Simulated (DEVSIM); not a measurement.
System: TaN/Si3N4/p-Si capacitor, at 300 K.

```tsv
layer (left to right)	material	thickness (nm)	Na (cm⁻³)
1	Si3N4	17.0	-
2	Si	4400	1.7e15
```

Metal gate on the left, work function 4.4 eV. Fixed charge at the semiconductor interface 0 cm⁻² (in units of +e); no interface traps.

The device is made up for the run: typed textbook-type constants, with dimensions and the other settings drawn at random. Values at 300 K.

```tsv
parameter	Si3N4	Si
gap (eV)	5.1	1.124
affinity (eV)	2.1	4.05
permittivity	7.5	11.7
Nc (cm⁻³)	-	2.86e19
Nv (cm⁻³)	-	3.1e19
```

Simulated with DEVSIM: 1D Poisson equation in equilibrium, Boltzmann statistics, complete ionisation; no quantum confinement or tunnelling. Metal contacts follow the ideal Schottky-Mott rule: no Fermi-level pinning, no interface dipoles.

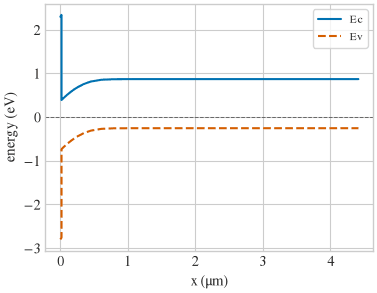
Band edges at 0.0 V on the gate

Energies count from the Fermi level of the right contact; mesh points crowd at the junctions.

```json
[
 {"x (μm)": "0.000", "Ec (eV)": "2.300", "Ev (eV)": "-2.800", "n (cm⁻³)": "< 1e2", "p (cm⁻³)": "< 1e2", "field (V/cm)": "24000"},
 {"x (μm)": "0.001451", "Ec (eV)": "2.304", "Ev (eV)": "-2.796", "n (cm⁻³)": "< 1e2", "p (cm⁻³)": "< 1e2", "field (V/cm)": "24000"},
 {"x (μm)": "0.004633", "Ec (eV)": "2.311", "Ev (eV)": "-2.789", "n (cm⁻³)": "< 1e2", "p (cm⁻³)": "< 1e2", "field (V/cm)": "24000"},
 {"x (μm)": "0.01032", "Ec (eV)": "2.325", "Ev (eV)": "-2.775", "n (cm⁻³)": "< 1e2", "p (cm⁻³)": "< 1e2", "field (V/cm)": "24000"},
 {"x (μm)": "0.01537", "Ec (eV)": "2.337", "Ev (eV)": "-2.763", "n (cm⁻³)": "< 1e2", "p (cm⁻³)": "< 1e2", "field (V/cm)": "24000"},
 {"x (μm)": "0.01691", "Ec (eV)": "2.341", "Ev (eV)": "-2.759", "n (cm⁻³)": "< 1e2", "p (cm⁻³)": "< 1e2", "field (V/cm)": "24000"},
 {"x (μm)": "0.01837", "Ec (eV)": "0.393", "Ev (eV)": "-0.731", "n (cm⁻³)": "7.1e12", "p (cm⁻³)": "1.6e7", "field (V/cm)": "15000"},
 {"x (μm)": "0.02385", "Ec (eV)": "0.401", "Ev (eV)": "-0.723", "n (cm⁻³)": "5.2e12", "p (cm⁻³)": "2.3e7", "field (V/cm)": "15000"},
 {"x (μm)": "0.03452", "Ec (eV)": "0.418", "Ev (eV)": "-0.706", "n (cm⁻³)": "2.8e12", "p (cm⁻³)": "4.2e7", "field (V/cm)": "15000"},
 {"x (μm)": "0.05941", "Ec (eV)": "0.454", "Ev (eV)": "-0.670", "n (cm⁻³)": "6.7e11", "p (cm⁻³)": "1.7e8", "field (V/cm)": "14000"},
 {"x (μm)": "0.1210", "Ec (eV)": "0.537", "Ev (eV)": "-0.587", "n (cm⁻³)": "2.7e10", "p (cm⁻³)": "4.3e9", "field (V/cm)": "13000"},
 {"x (μm)": "0.3486", "Ec (eV)": "0.759", "Ev (eV)": "-0.365", "n (cm⁻³)": "5200000", "p (cm⁻³)": "2.3e13", "field (V/cm)": "6700"},
 {"x (μm)": "0.7922", "Ec (eV)": "0.868", "Ev (eV)": "-0.256", "n (cm⁻³)": "75000", "p (cm⁻³)": "1.5e15", "field (V/cm)": "250"},
 {"x (μm)": "1.827", "Ec (eV)": "0.870", "Ev (eV)": "-0.254", "n (cm⁻³)": "68000", "p (cm⁻³)": "1.7e15", "field (V/cm)": "≈ 0"},
 {"x (μm)": "3.566", "Ec (eV)": "0.870", "Ev (eV)": "-0.254", "n (cm⁻³)": "68000", "p (cm⁻³)": "1.7e15", "field (V/cm)": "≈ 0"},
 {"x (μm)": "4.065", "Ec (eV)": "0.870", "Ev (eV)": "-0.254", "n (cm⁻³)": "68000", "p (cm⁻³)": "1.7e15", "field (V/cm)": "≈ 0"},
 {"x (μm)": "4.267", "Ec (eV)": "0.870", "Ev (eV)": "-0.254", "n (cm⁻³)": "68000", "p (cm⁻³)": "1.7e15", "field (V/cm)": "≈ 0"},
 {"x (μm)": "4.355", "Ec (eV)": "0.870", "Ev (eV)": "-0.254", "n (cm⁻³)": "68000", "p (cm⁻³)": "1.7e15", "field (V/cm)": "≈ 0"},
 {"x (μm)": "4.398", "Ec (eV)": "0.870", "Ev (eV)": "-0.254", "n (cm⁻³)": "68000", "p (cm⁻³)": "1.7e15", "field (V/cm)": "≈ 0"},
 {"x (μm)": "4.410", "Ec (eV)": "0.870", "Ev (eV)": "-0.254", "n (cm⁻³)": "68000", "p (cm⁻³)": "1.7e15", "field (V/cm)": "≈ 0"},
 {"x (μm)": "4.415", "Ec (eV)": "0.870", "Ev (eV)": "-0.254", "n (cm⁻³)": "68000", "p (cm⁻³)": "1.7e15", "field (V/cm)": "≈ 0"},
 {"x (μm)": "4.417", "Ec (eV)": "0.870", "Ev (eV)": "-0.254", "n (cm⁻³)": "68000", "p (cm⁻³)": "1.7e15", "field (V/cm)": "≈ 0"}
]
```
